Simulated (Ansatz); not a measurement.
# SiH₄O₂ (SMILES O[SiH2]O): functionals against CCSD(T) at one geometry

How do the functionals fare away from a minimum? The structure is a structure displaced at random from a GFN2-xTB minimum.

Program: Ansatz 0.2.0, Gaussian basis. Level of theory: single points in def2-TZVPP. These are calculated values, not measurements.

Correlated methods freeze the cores.

## Step 1: Where the work starts

7 atoms, charge 0, spin multiplicity 1.

Atoms are counted from 1 here; the program's logs count them from 0.

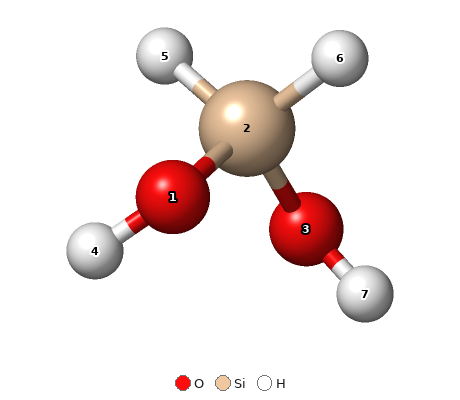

As it starts; oxygen red, silicon light orange, hydrogen white; atoms are numbered from 1 in the order of the file.

Coordinates:

```
atom     x (Å)     y (Å)     z (Å)
  O1  -1.42130  -0.03300   0.28770
 Si2   0.13870   0.47210   0.03450
  O3   1.16160  -0.73990  -0.29280
  H4  -1.95150  -0.47910  -0.44340
  H5   0.28350   1.29560  -1.11710
  H6   0.42590   1.09920   1.23960
  H7   1.30210  -1.48930   0.27270
```

## Step 2: CCSD(T)/def2-TZVPP

The input, run/in.yaml:

```yaml
crystal:
  periodic: [false, false, false]
  atoms:
    - {symbol: O, position_ang: [-1.421300, -0.033000, 0.287700]}
    - {symbol: Si, position_ang: [0.138700, 0.472100, 0.034500]}
    - {symbol: O, position_ang: [1.161600, -0.739900, -0.292800]}
    - {symbol: H, position_ang: [-1.951500, -0.479100, -0.443400]}
    - {symbol: H, position_ang: [0.283500, 1.295600, -1.117100]}
    - {symbol: H, position_ang: [0.425900, 1.099200, 1.239600]}
    - {symbol: H, position_ang: [1.302100, -1.489300, 0.272700]}
basis:
  gaussian: {orbitals: def2-TZVPP}
correlation: {method: ccsd_t}
output: {forces: true}
```

The command line of these runs was not kept.

## Step 3: PBE0-D4/def2-TZVPP

Edit run/in.yaml of step 2 so:

```diff
@@ -12,3 +12,3 @@
   gaussian: {orbitals: def2-TZVPP}
-correlation: {method: ccsd_t}
-output: {forces: true}
+hamiltonian: {xc: pbe0, dispersion: d4}
+output: {forces: true, orbitals: {seedname: orbitals}}
```

## Step 4: wB97M-V/def2-TZVPP

Edit run/in.yaml of step 3 so:

```diff
@@ -12,3 +12,3 @@
   gaussian: {orbitals: def2-TZVPP}
-hamiltonian: {xc: pbe0, dispersion: d4}
-output: {forces: true, orbitals: {seedname: orbitals}}
+hamiltonian: {xc: {name: wB97M-V}}
+output: {forces: true}
```

## Step 5: r2SCAN-D4/def2-TZVPP

Edit run/in.yaml of step 4 so:

```diff
@@ -12,3 +12,3 @@
   gaussian: {orbitals: def2-TZVPP}
-hamiltonian: {xc: {name: wB97M-V}}
+hamiltonian: {xc: r2scan, dispersion: d4}
 output: {forces: true}
```

## Step 6: PBE-D4/def2-TZVPP

Edit run/in.yaml of step 5 so:

```diff
@@ -12,3 +12,3 @@
   gaussian: {orbitals: def2-TZVPP}
-hamiltonian: {xc: r2scan, dispersion: d4}
+hamiltonian: {xc: pbe, dispersion: d4}
 output: {forces: true}
```

## Step 7: CAM-B3LYP-D4/def2-TZVPP

Edit run/in.yaml of step 6 so:

```diff
@@ -12,3 +12,3 @@
   gaussian: {orbitals: def2-TZVPP}
-hamiltonian: {xc: pbe, dispersion: d4}
+hamiltonian: {xc: {name: CAM-B3LYP}, dispersion: d4}
 output: {forces: true}
```

## Step 8: BHLYP-D4/def2-TZVPP

Edit run/in.yaml of step 7 so:

```diff
@@ -12,3 +12,3 @@
   gaussian: {orbitals: def2-TZVPP}
-hamiltonian: {xc: {name: CAM-B3LYP}, dispersion: d4}
+hamiltonian: {xc: {name: BHLYP}, dispersion: d4}
 output: {forces: true}
```

(Steps that only read results are left out.)

What does the calculation give? Wanted: energy less free atoms, CCSD(T)/def2-TZVPP; RMS force component; RMS force error; HOMO and LUMO, PBE0-D4; T1 diagnostic.

As calculated:

```
                                  quantity                                                                                                 value
energy less free atoms, CCSD(T)/def2-TZVPP                                                                                        -2455.1 kJ/mol
                       RMS force component                                                                  0.946 to 1.055 eV/Å over the methods
                           RMS force error  PBE0-D4 0.084, wB97M-V 0.049, r2SCAN-D4 0.074, PBE-D4 0.224, CAM-B3LYP-D4 0.100, BHLYP-D4 0.258 eV/Å
                    HOMO and LUMO, PBE0-D4                                                                                     -8.87 and 0.52 eV
                             T1 diagnostic                                                                                                 0.011
```

Against CCSD(T) the functionals' energies less atoms differ by -70.1 to +32.4 kJ/mol, PBE-D4 by -59.1 kJ/mol. CCSD(T) in triple zeta still lacks some correlation energy of the bonds, so part of these gaps is its own basis error and they don't rank the functionals. For forces wB97M-V does best and BHLYP-D4 worst. Frozen-core CCSD(T) forces in triple zeta carry basis errors of their own, and this is one geometry, so small gaps rank nothing.
